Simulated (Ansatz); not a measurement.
# Lattice dynamics of Ba (Im-3m, 1 atom in the cell)

Task: relax Ba (Im-3m, 1 atom in the cell), then find its harmonic phonons.

Method: DFT PBE, scalar-relativistic, plane waves, norm-conserving pseudopotentials, in Ansatz 0.2.0.

The database entry behind the starting cell differs from later determinations by our own check (0.1 to 0.3 % short, probably kX units), so it need not match the best structure at ambient conditions.

### Step 1. Starting point

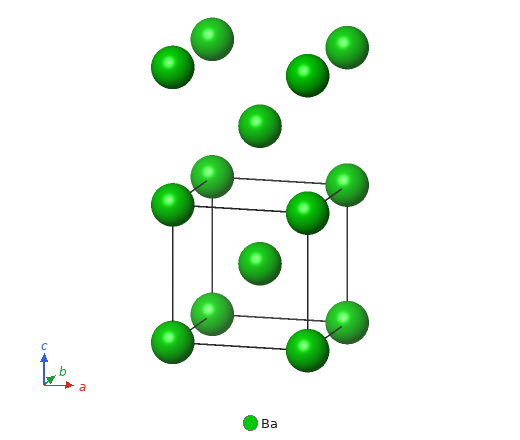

The cell as given, slightly off an axis (barium green). 1×1×2 cells are drawn. This picture shows the conventional cell, with its axes. Some periodic images of atoms are drawn too.

As a file:

```cif
data_structure
_symmetry_space_group_name_H-M 'P 1'
_symmetry_Int_Tables_number 1
_cell_length_a 4.3414
_cell_length_b 4.3414
_cell_length_c 4.3414
_cell_angle_alpha 109.471
_cell_angle_beta 109.471
_cell_angle_gamma 109.471
_cell_volume 62.99
loop_
_atom_site_label
_atom_site_type_symbol
_atom_site_fract_x
_atom_site_fract_y
_atom_site_fract_z
_atom_site_occupancy
Ba1 Ba 0.00000 0.00000 0.00000 1
```

### Step 2. Relaxation

The cell and atoms are relaxed, since residual forces and stress would shift the frequencies.

input.yaml

```yaml
crystal:
  lattice:
    - [-2.5065, 2.5065, 2.5065]
    - [2.5065, -2.5065, 2.5065]
    - [2.5065, 2.5065, -2.5065]
  atoms:
    - { symbol: Ba, position: [0.0, 0.0, 0.0] }
kpoints:
  mp_grid: { grid: [12, 12, 12] }
hamiltonian:
  xc: pbe
  pseudopotentials: { kind: nc }
scf:
  occupations: { method: gaussian, width: 0.1 }
output:
  forces: true
  stress: true
  eigenvalues: true
relax:
  adjacent_minimum: "off"
  f_tol: 0.005
  max_steps: 80
  cell: { stress_tol: 0.05 }
```

Command:

```sh
$ ansatz run input.yaml --threads 4 --pin off --max-ram 10240MiB --backend cpu --events-out ev --progress --plain --runs-dir out
```

Numbers of over 12 decimals in the logs are rounded to 6 here.

Log:

```text
Engine: ansatz 0.2.0, aarch64-unknown-linux-gnu
Pseudopotentials: kind: nc
Pseudopotential: Ba, nc, valence charge 10, recommended cutoff 770 eV (normal), Ba.nc.azcp
Functional definition: PBE
  parameter kappa = 0.804
  parameter beta = 0.066725
  exchange = pbe_x(kappa = kappa, mu = beta*pi^2/3)
  correlation = pbe_c(beta = beta)
Crystal: 1 atoms, lattice volume = 62.989 Å³
Basis set: ecut = 770 eV, 3055 PW (Γ), exchange–correlation on 80×80×80 points (8 copies of the dense FFT grid, shifted against one another)
Bands: 9, of which v1, the nominal top of the filled ones, is band 5 counted from 1 (4 counted from 0)
Symmetry: 48 space group operations
Space group: Im-3m (ITA 229), of the structure as read, at distance tolerance 4.0e-5 Å
k-points: 72 of 1728
Non-local potential: Ba, projectors of the file, l = 0: 2, l = 1: 2, l = 2: 2, l = 3: 2
Initial density: superposition of atomic densities (chi_scale 0.1, normalization cell)
Initial wavefunctions: pseudopotential atomic-orbital guess
Functional: x = pbe(κ = 0.804, μ = 0.219515), c = pbe(β = 0.066725)
SCF iter   1: F=—  HF=-761.524467 eV  |F-HF|=—  |Δ(HF+E_count)|=         —  Δρ=5.13e-3  dr2=1.18e-2  ethr=3.10e-3  ⟨swp⟩=12.7  Hψ=9448  notcnv=0
preconditioner: auto → Kerker (q_TF=auto, 2.008 Å⁻¹)  [metal: Δε(μ)=0.042 eV  Ē_g=2.780 eV  σ=0.100 eV  W_gap=0.23  n_scr=12 (ndim 8)  ℏωp=6.6 eV  f_vac=0.000  D(μ)=1.31/eV (n_scr^D=12)]
SCF iter   2: F=—  HF=-761.527396 eV  |F-HF|=—  |Δ(HF+E_count)|=   2.93e-3  Δρ=3.17e-3  dr2=5.02e-3  ethr=1.18e-4  ⟨swp⟩=1.6  Hψ=1282  notcnv=0
SCF iter   3: F=—  HF=-761.530147 eV  |F-HF|=—  |Δ(HF+E_count)|=   2.75e-3  Δρ=5.83e-4  dr2=2.00e-4  ethr=5.02e-5  ⟨swp⟩=2.9  Hψ=1032  notcnv=0
SCF iter   4: F=—  HF=-761.530247 eV  |F-HF|=—  |Δ(HF+E_count)|=   9.90e-5  Δρ=3.46e-4  dr2=4.53e-5  ethr=2.00e-6  ⟨swp⟩=2.1  Hψ=1025  notcnv=0
SCF iter   5: F=—  HF=-761.530237 eV  |F-HF|=—  |Δ(HF+E_count)|=   9.27e-6  Δρ=6.45e-5  dr2=2.30e-6  ethr=4.53e-7  ⟨swp⟩=2.4  Hψ=1034  notcnv=0
SCF iter   6: F=-761.530236 eV  HF=-761.530236 eV  |F-HF|=1.79e-8  |Δ(HF+E_count)|=   7.95e-7  Δρ=6.37e-6  dr2=5.27e-8  ethr=1.00e-9  ⟨swp⟩=11.0  Hψ=5820  notcnv=0
SCF 1 converged in 6 iterations: F = -761.530236 eV  dr2 = 5.27e-8
relax step   1: F+E_penalty+E_count = -761.53023643 eV  Δ(F+E_penalty+E_count) = +0.000e0 eV  max|allowed force component| = 0.000e0 eV/Å  Δτ_max = 0.0000 Å  P = +0.039 GPa  Ω = 62.989 Å³  (6 SCF iters, dr2 threshold 1.00e-7 eV, accepted)
Initial density: handed on by an earlier stage of this run
Initial wavefunctions: pseudopotential atomic-orbital guess (no wavefunctions were taken with the density)
iter 1 solved again at ethr=1.07e-7 eV; its pass at ethr=3.10e-3 eV (dr2=1.07e-5 eV) is discarded
SCF iter   1: F=—  HF=-761.530234 eV  |F-HF|=—  |Δ(HF+E_count)|=         —  Δρ=6.46e-6  dr2=5.50e-8  ethr=1.07e-7  ⟨swp⟩=5.6  Hψ=12344  notcnv=0
preconditioner: auto → Kerker (q_TF=auto, 2.008 Å⁻¹)  [metal: Δε(μ)=0.038 eV  Ē_g=2.779 eV  σ=0.100 eV  W_gap=0.21  n_scr=12 (ndim 8)  ℏωp=6.6 eV  f_vac=0.000  D(μ)=1.29/eV (n_scr^D=12)]
SCF iter   2: F=—  HF=-761.530236 eV  |F-HF|=—  |Δ(HF+E_count)|=   2.11e-6  Δρ=4.44e-6  dr2=2.55e-8  ethr=5.50e-10  ⟨swp⟩=2.7  Hψ=1028  notcnv=0
SCF iter   3: F=—  HF=-761.530236 eV  |F-HF|=—  |Δ(HF+E_count)|=   2.30e-9  Δρ=6.96e-7  dr2=5.02e-10  ethr=2.55e-10  ⟨swp⟩=2.2  Hψ=925  notcnv=0
SCF iter   4: F=—  HF=-761.530236 eV  |F-HF|=—  |Δ(HF+E_count)|=  8.34e-11  Δρ=1.80e-7  dr2=1.93e-11  ethr=5.02e-12  ⟨swp⟩=2.6  Hψ=1040  notcnv=0
SCF iter   5: F=-761.530236 eV  HF=-761.530236 eV  |F-HF|=9.09e-13  |Δ(HF+E_count)|=  1.58e-11  Δρ=3.08e-8  dr2=8.52e-13  ethr=1.00e-12  ⟨swp⟩=12.9  Hψ=5158  notcnv=0
SCF 2 converged in 5 iterations: F = -761.530236 eV  dr2 = 8.52e-13
relax step   2: F+E_penalty+E_count = -761.53023644 eV  Δ(F+E_penalty+E_count) = -1.113e-8 eV  max|allowed force component| = 0.000e0 eV/Å  Δτ_max = 0.0000 Å  P = +0.039 GPa  Ω = 62.989 Å³  stress off target by 3.91e-2 GPa  SCF on the basis re-selected at this cell (its energy is not comparable with the rows above)  (5 SCF iters)
basis re-selected at this cell: Δ(F+E_penalty+E_count) = -1.113e-8 eV, ΔP = +0.000 GPa vs the last step (what re-selecting the basis moved, of the pressure what is left beyond the Pulay correction that the steps carried, after the strain that the cell walked since its last selection, with what the two solves' SCF thresholds leave and, on support functions, any second-order correction that the steps lacked; it is no measure of the basis error at this ecutwfc). This SCF's stress stands 3.91e-2 GPa from its target on what of the cell is left free (relax.cell.stress_tol is 5.00e-2 GPa) and its largest allowed force component is 0.00e0 eV/Å (relax.f_tol is 5.00e-3 eV/Å): [rest of the remark cut]
SCF converged after 5 iterations
Free energy (F): -761.530236 eV
Harris-Foulkes:  -761.530236 eV  (|F-HF|=9.09e-13)
Internal energy: -761.523789 eV  (E = F + TS)
E sigma→0 (E₀):  -761.527013 eV
Entropy (-TS):   -0.006447 eV (-6.447 meV/atom)
Fermi energy:    5.879430 eV
--- Per-component energies (eV) ---
  E_band       = -84.445970
  E_kinetic    = 176.226814
  E_local      = -459.178978  (includes V_loc(G=0)·N_el)
  E_nonlocal   = 105.089798
  E_hartree    = 116.584892
  E_xc         = -177.568564
  E_vxc        = -139.753396  (∫ρ·V_xc dr)
  E_ewald      = -522.677753
  E_smearing   = -0.006447  (= −TS)
  E_closure    = -0.000000  (closes the sum)
  Σ components = -761.530236   (vs F -761.530236, Δ=0.00e0)
--- Forces (eV/Å), atoms counted from 1 ---
  atom   1  Ba    -0.00000000    -0.00000000     0.00000000
  max |Σ_I F_I| component: 1.80e-32 eV/Å
--- Stress (GPa, compression-positive) ---
        0.039068      -0.000000      -0.000000
        0.000000       0.039068       0.000000
       -0.000000       0.000000       0.039068
  P = ⅓ Tr σ = 0.0391 GPa (0.391 kbar)
--- Band table (eV; the first three rows and the last of 72) ---
  k-point 0: bands = ["-22.9964", "-7.9370", "-7.9370", "-7.9370", "3.1409", "7.7250", "7.7250", "7.7250", "9.1268"]
  k-point 1: bands = ["-22.9936", "-7.9701", "-7.9472", "-7.9372", "3.2709", "7.6115", "7.6576", "7.8501", "8.9194"]
  k-point 2: bands = ["-22.9857", "-8.0588", "-7.9748", "-7.9377", "3.6352", "7.3453", "7.3858", "8.2184", "8.7542"]
  k-point 71: bands = ["-22.9210", "-8.2566", "-8.2566", "-8.2566", "5.3460", "5.3460", "9.9092", "9.9092", "9.9092"]
--- Relaxed structure (1 steps of the walk, 1 accepted, 1 SCFs on fresh bases) ---
  F+E_penalty+E_count = -761.53023644 eV   max|allowed force component| = 0.000e0 eV/Å   (the final SCF, on the basis selected at the relaxed cell)
  cell:  # Å, volume = 62.9888 Å³
    - [-2.5065, 2.5065, 2.5065]
    - [2.5065, -2.5065, 2.5065]
    - [2.5065, 2.5065, -2.5065]
  atoms:
    - { symbol: Ba, position: [0.0, 0.0, 0.0] }
```

The job ended after 5 s (4 threads of Arm Neoverse V1, shared host; peak memory 0.4 GiB; 19 s of CPU time).

Little changed from the start: no atom moved by 0.005 Å and no cell edge by 0.1 %.

This step gave:

```
pressure          : 0.03907 GPa
volume per atom   : 62.99 Å³
gap on the k-mesh : 0 eV
```

In this step the volume went from 62.99 to 62.99 Å³/atom.

### Step 3. Tight relaxation

Phonons need a cell at rest on their own settings, so the relaxation is repeated with tight tolerances on forces and stress, using the mesh and the filling of the phonon run that follows.

input.yaml, the sections that differ from step 2:

```yaml
scf:
  occupations: { method: methfessel_paxton, width: 0.2 }
relax:
  adjacent_minimum: "off"
  f_tol: 0.001
  max_steps: 60
  cell: { stress_tol: 0.01 }
# crystal, kpoints, hamiltonian, output: as in step 2
```

Log:

```text
[...]
Crystal: 1 atoms, lattice volume = 62.989 Å³
Basis set: ecut = 770 eV, 3055 PW (Γ), exchange–correlation on 80×80×80 points (8 copies of the dense FFT grid, shifted against one another)
Bands: 9, of which v1, the nominal top of the filled ones, is band 5 counted from 1 (4 counted from 0)
[... 1 set-up line as in the run before ...]
[...]
k-points: 72 of 1728
[...]
-0.000000       0.000000      -0.000428
  P = ⅓ Tr σ = -0.0004 GPa (-0.004 kbar)
--- Band table (eV; the first three rows and the last of 72) ---
[...]
--- Relaxed structure (3 steps of the walk, 3 accepted, 1 SCFs on fresh bases) ---
[...]
cell:  # Å, volume = 63.1990 Å³
    - [-2.509286, 2.509286, 2.509286]
    - [2.509286, -2.509286, 2.509286]
    - [2.509286, 2.509286, -2.509286]
  atoms:
    - { symbol: Ba, position: [0.0, 0.0, 0.0] }
[key lines of the parts left out:]
SCF converged after 5 iterations
Free energy (F): -761.526827 eV
Fermi energy:    5.847294 eV
```

Run time: 8.8 s. Hardware: 4 threads; peak memory 0.4 GiB.

Step by step:

| step | energy less that of the first step (eV) | largest force component (eV/Å) | pressure (GPa) | volume (Å³) |
| --- | --- | --- | --- | --- |
| 1 | 0.0000 | 0.0000 | 0.03 | 62.99 |
| 2 | 0.0000 | 0.0000 | 0.02 | 63.04 |
| 3 | 0.0000 | 0.0000 | 0.00 | 63.20 |
| 4* | 0.0000 | 0.0000 | 0.00 | 63.20 |

Relaxation steps marked * repeat the geometry before them on a plane-wave basis chosen anew for their cell, so energy and pressure can jump there.

| conventional cell, symmetrised | before | after | change |
| --- | --- | --- | --- |
| a (Å) | 5.013 | 5.019 | +0.1 % |
| b (Å) | 5.013 | 5.019 | +0.1 % |
| c (Å) | 5.013 | 5.019 | +0.1 % |
| volume (Å³/atom) | 62.99 | 63.20 | +0.3 % |

The relaxed structure:

```xyz
1
Lattice="-2.5093 2.5093 2.5093 2.5093 -2.5093 2.5093 2.5093 2.5093 -2.5093" Properties=species:S:1:pos:R:3 pbc="T T T"
Ba    0.0000    0.0000    0.0000
```

Numbers from this step:

- pressure: -4.28e-4 GPa
- volume per atom: 63.20 Å³

The forces vanish by symmetry and the pressure is 0.000 GPa, within the tolerances set. The cell now holds 63.20 Å³/atom.

### Step 4. Response at finite wavevector

Stability and thermal properties need the whole zone. Linear response on a 4×4×4 q mesh gives force constants as far as a supercell of that size would.

input.yaml, the sections that differ from step 3:

```yaml
crystal:
  lattice:
    - [-2.5092860207, 2.5092860207, 2.5092860207]
    - [2.5092860207, -2.5092860207, 2.5092860207]
    - [2.5092860207, 2.5092860207, -2.5092860207]
  atoms:
    - { symbol: Ba, position: [0.0, 0.0, 0.0] }
output:
  eigenvalues: true
phonons:
  method: dfpt
  qmesh: [4, 4, 4]
  temperatures: { t_max: 1000, t_step: 50 }
  qpath:
    path:
      - [[0.0, 0.0, 0.0], [0.5, -0.5, 0.5], [0.0, 0.0, 0.5], [0.0, 0.0, 0.0], [0.25, 0.25, 0.25], [0.5, -0.5, 0.5]]
      - [[0.25, 0.25, 0.25], [0.0, 0.0, 0.5]]
    npoints: 10
# kpoints, hamiltonian, scf: as in step 3
# relax: removed
```

Log:

```text
[...]
Crystal: 1 atoms, lattice volume = 63.199 Å³
Basis set: ecut = 770 eV, 3055 PW (Γ), exchange–correlation on 80×80×80 points (8 copies of the dense FFT grid, shifted against one another)
Bands: 9, of which v1, the nominal top of the filled ones, is band 5 counted from 1 (4 counted from 0)
[... 1 set-up line as in the run before ...]
k-points: 72 of 1728
[...]
SCF iter   1: F=—  HF=-761.521081 eV  |F-HF|=—  |Δ(HF+E_count)|=         —  Δρ=5.10e-3  dr2=1.17e-2  ethr=3.10e-3  ⟨swp⟩=11.8  Hψ=8894  notcnv=0
[...]
SCF iter   9: F=-761.526827 eV  HF=-761.526827 eV  |F-HF|=3.41e-13  |Δ(HF+E_count)|=  5.58e-11  S|Δr|=    0.00e0  Δρ=4.46e-8  dr2=1.06e-12  ethr=1.00e-12  ⟨swp⟩=13.7  Hψ=5916  notcnv=0
SCF 1 converged in 9 iterations: F = -761.526827 eV  dr2 = 1.06e-12
NSCF: frozen V_eff on 72 k-points
[...]
DFPT response loops at q = (0, 0, 0) (fractional): preconditioner auto → Kerker (q_TF=auto, 2.007 Å⁻¹) (partly filled bands, converged f_vac=0.000); β = 1.00, the filter's whole step (`scf.mixing.beta` (0.50) is not read by the response loops under this deck's `scf.mixing.preconditioner`; to damp them name `kerker` or `kerker_dos`, under which they read `scf.mixing.beta`, and type it under 1.00, their step now; both keys bind the ground state too); Broyden in place of MSR1
[...]
SCF converged after 9 iterations
[...]
Free energy (F): -761.526827 eV
[...]
Internal energy: -761.528027 eV  (E = F + TS)
E sigma→0 (E₀):  -761.527127 eV
Entropy (-TS):   0.001200 eV (1.200 meV/atom)
Fermi energy:    5.847294 eV
[...]
--- Band table (eV; the first three rows and the last of 72) ---
[...]
--- Phonons (Γ-DFPT): 1 representative perturbation + reference (Σ response iterations 2) ---
  ASR residual: 2.113e-5 → 0.000e0 eV/Å²; symmetrization residual: 1.016e-20 eV/Å²
  ASR residual per site (eV/Å²): 2.11e-5
  Γ frequencies (cm⁻¹): 0.00 0.00 0.00
--- Phonons (arbitrary-q DFPT): 8 irreducible q on the 4×4×4 mesh ---
  q = [0.0000, 0.0000, 0.0000] (star 1, of the zone-centre solve; hermiticity 1.87e-24, symmetrization 8.02e-16): 0.00 0.00 0.00
  q = [0.0000, 0.0000, 0.2500] (star 12, 2 solved perturbations in 1446 linear systems a pass and spin channel, the states on 936 of 1728 k-point pairs; hermiticity 7.74e-8, symmetrization 1.61e-8, the responses' own estimated error 2.8e-4 eV/Å²): 18.06 36.35 51.36
[...]
q = [0.2500, 0.2500, 0.2500] (star 2, 1 solved perturbation on 262 of 1728 k-point pairs; hermiticity 1.07e-9, symmetrization 5.37e-10, the responses' own estimated error 2.5e-4 eV/Å²): 55.88 55.88 55.88
[...]
sum rule: each row above includes the acoustic sum rule's correction from the zone centre's row sums; it moved no ω² by more than (0.20 cm⁻¹)²
  mesh force constants: q→R imaginary residual 0.00e0; ASR residual 2.113e-5 → 0.000e0 eV/Å²; symmetrization residual 6.661e-16 eV/Å²
  interpolated dispersion: 62 rows × 3 modes
  density of states and harmonic sums: on the 20×20×20 q-mesh, interpolated from the force constants of a 4×4×4 supercell (no non-analytic term)
  largest difference from the sums on the solved wave vectors: F 1.51e-2 eV, S 1.91e-5 and C_V 4.01e-6 eV/K
  zero-point energy: 0.009380 eV/cell   skipped modes (ω ≤ 0): 3   left out of the sums: 1.25e-4 of the cell's modes: C_V's classical limit lies that fraction below 3 k_B per atom; for a crystal, a wire or a layer, F and S can be off by more, and a phonons.interpolated_qmesh denser along its periods is the remedy for the sampling
```

The job ended after 2.4 min (4 threads; peak memory 4.3 GiB).

This step gave:

- sum-rule residual before enforcement: 2.11e-5 eV/Å²
- lowest frequency on the path: 0 cm⁻¹
- highest frequency on the path or at a solved wavevector: 74.91 cm⁻¹
- mean frequency: 50.5 cm⁻¹
- Debye temperature (second moment): 98 K
- logarithmic mean frequency: 47.3 cm⁻¹
- lowest mode on the q mesh (acoustic modes at Γ apart): 18.06 cm⁻¹
- zero-point energy per atom: 9.38 meV
- heat capacity at 300 K: 24.81 J/(mol atoms K)
- vibrational entropy at 300 K: 62.03 J/(mol atoms K)

Frequencies (cm⁻¹) solved at each irreducible wavevector; negative means imaginary. Frequencies by wavevector, by row:

| q in reciprocal lattice units | star | mode 1 | mode 2 | mode 3 |
| --- | --- | --- | --- | --- |
| 0 0 0 | 1 | 0 | 0 | 0 |
| 0 0 0.25 | 12 | 18.1 | 36.4 | 51.4 |
| 0 0 -0.5 | 6 | 24.4 | 52.3 | 74.9 |
| 0 0.25 0.25 | 24 | 35.4 | 53.9 | 68.8 |
| 0.25 0.25 0.25 | 2 | 55.9 | 55.9 | 55.9 |
| 0.25 0.25 -0.25 | 6 | 46.4 | 51.2 | 51.2 |
| 0.25 -0.5 -0.5 | 12 | 47.6 | 63.1 | 74.5 |
| -0.5 -0.5 -0.5 | 1 | 74.4 | 74.4 | 74.4 |

Interpolated from a 4×4×4 q mesh. The phonon branches at the labelled points (cm⁻¹):

| point | branch 1 | branch 2 | branch 3 |
| --- | --- | --- | --- |
| Γ | 0 | 0 | 0 |
| H | 74 | 74 | 74 |
| N | 24 | 52 | 75 |
| Γ | 0 | 0 | 0 |
| P | 56 | 56 | 56 |
| H | 74 | 74 | 74 |
| jump to P | 56 | 56 | 56 |
| N | 24 | 52 | 75 |

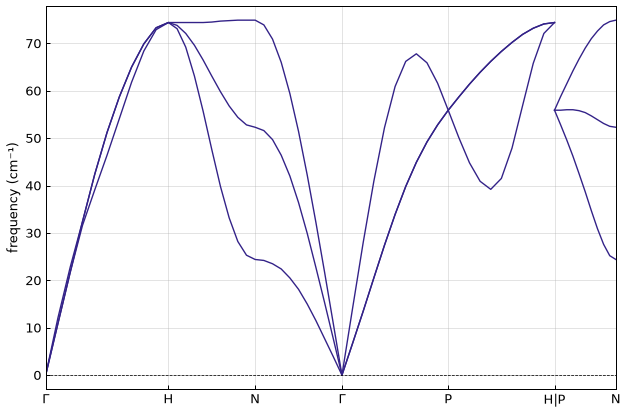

Phonon branches along the path.

The phonon density of states has structure finer than the step of the table below, so its rows give means over 5 cm⁻¹, whole bins alone (the curve runs from 0.5 to 75.5 cm⁻¹). Peaks (cm⁻¹: height): 38.5: 0.0557, 55.5: 0.0727, 68.5: 0.0943.

Tetrahedra on a 20×20×20 mesh, mean over bins of 1 cm-1. Interpolated from a 4×4×4 q mesh. The phonon density of states by wavenumber; means over each step:

| wavenumber (cm⁻¹) | phonon density of states (1/cm⁻¹/cell) |
| --- | --- |
| 5 | 5.4e-4 |
| 10 | 0.00276 |
| 15 | 0.00674 |
| 20 | 0.0145 |
| 25 | 0.0346 |
| 30 | 0.0459 |
| 35 | 0.0517 |
| 40 | 0.0493 |
| 45 | 0.0417 |
| 50 | 0.0519 |
| 55 | 0.0683 |
| 60 | 0.0508 |
| 65 | 0.0590 |
| 70 | 0.0893 |

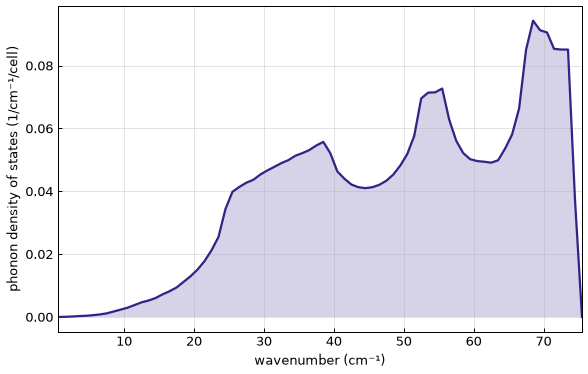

Phonon density of states, plotted against wavenumber.

Second derivatives of the energy by pair, one row for each kind of neighbour of each atom listed. Each entry sums the pair over the periodic images of the supercell that the q mesh stands for, and in a polar crystal it holds the long-range dipole part too. Force constants by pair, by row:

| atom | neighbour | distance (Å) | third of the trace (eV/Å²) | along the pair's line (eV/Å²) |
| --- | --- | --- | --- | --- |
| Ba1 | itself | 0 | 1.419 | – |
| Ba1 | Ba | 4.346 | -0.1624 | -0.4847 |
| Ba1 | Ba | 5.019 | -0.0314 | -0.0243 |
| Ba1 | Ba | 7.097 | 0.0071 | 0.024 |

Harmonic thermodynamic functions per atom, from the density of states. Interpolated from a 4×4×4 q mesh. Thermodynamic functions, by row:

| T (K) | F_vib (meV/atom) | S (J/mol-atom/K) | C_V (J/mol-atom/K) |
| --- | --- | --- | --- |
| 0 | 9.38 | 0 | 0 |
| 50 | 5.19 | 19.53 | 20.75 |
| 100 | -9.35 | 35.16 | 23.78 |
| 200 | -55.47 | 52 | 24.64 |
| 300 | -114.9 | 62.03 | 24.81 |
| 400 | -183.1 | 69.18 | 24.86 |
| 500 | -257.8 | 74.73 | 24.89 |
| 600 | -337.6 | 79.27 | 24.91 |
| 700 | -421.8 | 83.11 | 24.92 |
| 800 | -509.7 | 86.44 | 24.92 |
| 900 | -600.9 | 89.37 | 24.93 |
| 1000 | -694.9 | 92 | 24.93 |

Harmonic mean-square displacement, third of the trace. Interpolated from a 4×4×4 q mesh. Mean square displacements, by row:

| T (K) | Ba1 U_eq (Å²) |
| --- | --- |
| 0 | 0.00283 |
| 100 | 0.01199 |
| 300 | 0.0352 |
| 600 | 0.07026 |

Symmetry leaves 8 wavevectors to solve. The lowest mode among them, the acoustic zeros apart, lies at q = (0, 0, 0.25) and is real, 18.1 cm⁻¹.

### Step 5. Isotope substitution

An isotope changes the mass and not the force constants, so no new electronic calculation is needed; the shifts show which modes move this element.

The same force constants with the mass of Ba changed from 137.327 to 133.905 u (phonopy, no LO-TO term). Both lists are sorted by frequency. Modes under 3 cm⁻¹ are left out. Isotope shifts, by row:

| q | rank | natural mass (cm⁻¹) | changed mass (cm⁻¹) |
| --- | --- | --- | --- |
| 0 0 0.25 | 1 | 18.06 | 18.29 |
| 0 0 0.25 | 2 | 36.35 | 36.82 |
| 0 0 0.25 | 3 | 51.36 | 52.01 |
| 0 0 -0.5 | 1 | 24.37 | 24.67 |
| 0 0 -0.5 | 2 | 52.27 | 52.94 |
| 0 0 -0.5 | 3 | 74.91 | 75.86 |
| 0 0.25 0.25 | 1 | 35.39 | 35.84 |
| 0 0.25 0.25 | 2 | 53.87 | 54.56 |
| 0 0.25 0.25 | 3 | 68.79 | 69.66 |

With one element every mode shifts by +1.27 %.

### Step 6. Outcome

| Item | Value |
| --- | --- |
| space group after relaxation (within 0.01 Å) | Im-3m |
| volume per atom | 63.2 Å³ |
| electronic character | no gap on this mesh |
| lowest mode on the q mesh (acoustic modes at Γ apart) | 18.1 cm⁻¹ |
| highest frequency on the path or at a solved wavevector | 74.9 cm⁻¹ |
| zero-point energy per atom | 9.38 meV |
| heat capacity at 300 K | 24.8 J/(mol atoms K) |
| vibrational entropy at 300 K | 62.0 J/(mol atoms K) |
| Debye temperature (second moment) | 98 K |
| imaginary modes on the 4×4×4 q mesh | none |

The structure is a minimum as far as tested: no mode is imaginary at the 8 irreducible wavevectors of the 4×4×4 mesh, and the softest away from the acoustic zeros lies at 18 cm⁻¹. With no gap, or one that is small against the smearing, the frequencies hang on the k mesh and the smearing, most of all near Kohn anomalies. Spin-orbit coupling is left out, which can matter for the heavy elements here. These are harmonic frequencies at zero temperature: anharmonic shifts, linewidths and thermal expansion are left out.

[Logs are printed without paths, hosts, clocks, repeated set-up lines and the standing remarks that a program may print on its own settings, such as how far it seeks lower states.]

[Hosts, paths, dates, database ids (printed as entryN), source tags and the programs' standing remarks are cut or masked in the printed files.]
